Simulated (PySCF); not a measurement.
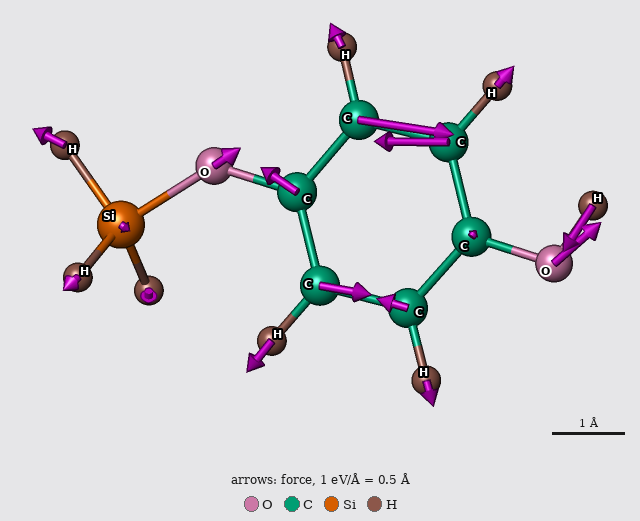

Starting geometry of C$_{6}$H$_{8}$O$_{2}$Si with the computed forces as purple arrows. Style: ball-and-stick. Shown at a tilt.

The start comes from GFN2-xTB. Its atoms were then displaced at random by about 0.01 Å.

The calculation used PBE0-D3(BJ)/def2-SVP geometry optimisation, gas phase (PySCF 2.14.0, density-fitted response routines). 

> Is this structure relaxed? If not, where do the atoms go?

It isn't relaxed: the largest force vector, on a C atom, is 3.03 eV/Å. The final displacements have little in common with the starting forces (cosine between the two patterns 0.26). After 9 geometry steps the energy has fallen by 0.280 eV. An H atom moves most after the best rigid fit: 0.25 Å. Largest moves by element: H 0.25 Å, O 0.11 Å, C 0.08 Å, Si 0.03 Å. Near-neighbour distances that change, for instance: H–Si 1.438 → 1.486 Å, C–C 1.435 → 1.391 Å, O–Si 1.639 → 1.675 Å, H–O 0.997 → 0.963 Å. Among the angles between lasting bonds that change: O–Si–H 98.7° → 105.1°, C–O–Si 133.8° → 128.5°, H–Si–H 114.0° → 110.6°.
